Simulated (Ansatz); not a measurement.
# C$_{2}$H$_{9}$NSi$_{2}$ (SMILES NC1[SiH2]C[SiH2]1): what the fields show

```yaml
atoms:
  - { symbol: N, position_ang: [-0.4260, 2.1472, -0.1762] }
  - { symbol: C, position_ang: [-0.5667, 0.7231, 0.1411] }
  - { symbol: Si, position_ang: [0.8132, -0.1940, 1.1171] }
  - { symbol: C, position_ang: [0.5168, -1.7612, 0.0677] }
  - { symbol: Si, position_ang: [-0.2897, -0.6060, -1.2209] }
  - { symbol: H, position_ang: [-1.1952, 2.4509, -0.7823] }
  - { symbol: H, position_ang: [-0.5043, 2.7082, 0.6785] }
  - { symbol: H, position_ang: [-1.5249, 0.4414, 0.6428] }
  - { symbol: H, position_ang: [0.6251, -0.3102, 2.6046] }
  - { symbol: H, position_ang: [2.1597, 0.4051, 0.8453] }
  - { symbol: H, position_ang: [1.3961, -2.3354, -0.2459] }
  - { symbol: H, position_ang: [-0.2056, -2.4497, 0.5298] }
  - { symbol: H, position_ang: [0.7038, -0.1388, -2.2409] }
  - { symbol: H, position_ang: [-1.5152, -1.1099, -1.9321] }
```

The calculation used Ansatz, RKS PBE-D4/def2-mTZVP.

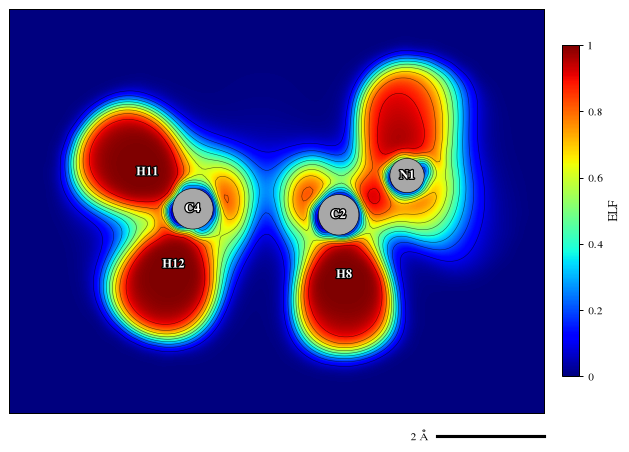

Figure 1. Electron localisation function on the plane of atoms H11, C4 and H12. Grey discs cover the atomic cores.

Q: Interpret the plot.

A: The section cuts through N, C and H sites.
C–N (1.47 Å): the ELF peaks at about 0.90 between the atoms; a shared electron pair.
C–H (1.10 Å): the ELF climbs to about 1 towards the hydrogen, as it does in any bond to H (a covalent bond by its length).
The ELF also peaks beside N1, away from the bonds: lone-pair regions.

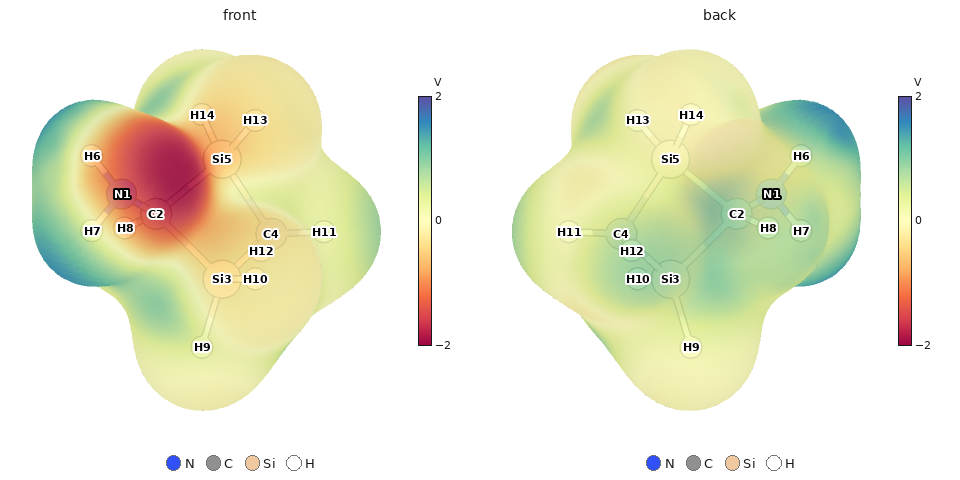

Figure 2. The electrostatic potential painted on the density surface at 0.002 e/bohr³, seen from the front and from behind; red is negative and blue positive.

Q: Describe the electrostatic potential map.

A: The most negative region (about −1.9 V) lies over N1, the most positive (about +1.5 V) over H6 and H7. N1 is the likeliest acceptor of a hydrogen bond.

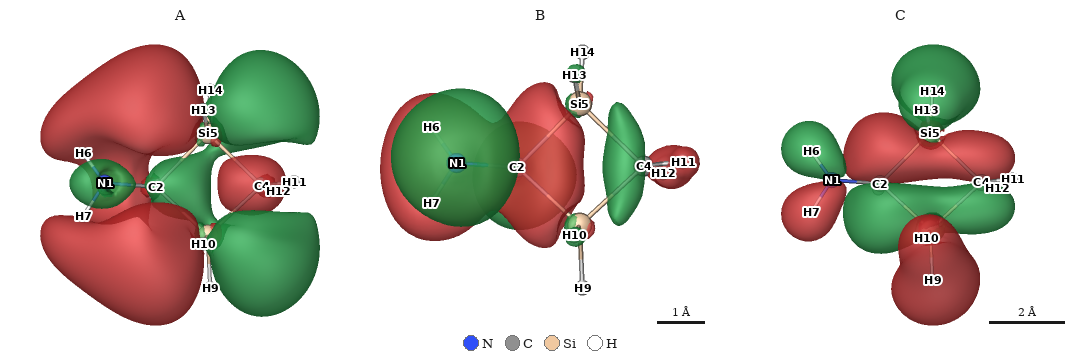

Figure 3. Three frontier orbitals at ±0.05 Å⁻³ᐟ² (green and red are the two phases), in no order.

Q: Order the three orbitals by energy and name them.

A: C is the HOMO−1 (−6.47 eV). By Hirshfeld shares it lies mainly on C2 (about 30 %), Si3 (about 15 %), Si5 (about 15 %), H9 (about 10 %), H14 (about 10 %) and C4 (about 5 %). B is the HOMO (−5.29 eV). By Hirshfeld shares it lies mainly on N1 (about 65 %), C2 (about 10 %) and H8 (about 5 %). A is the LUMO (−0.96 eV). By Hirshfeld shares it lies mainly on Si3 (about 25 %), Si5 (about 25 %), C2 (about 10 %) and C4 (about 5 %).

Q: What is the HOMO–LUMO gap?

A: 4.33 eV between the orbital energies.
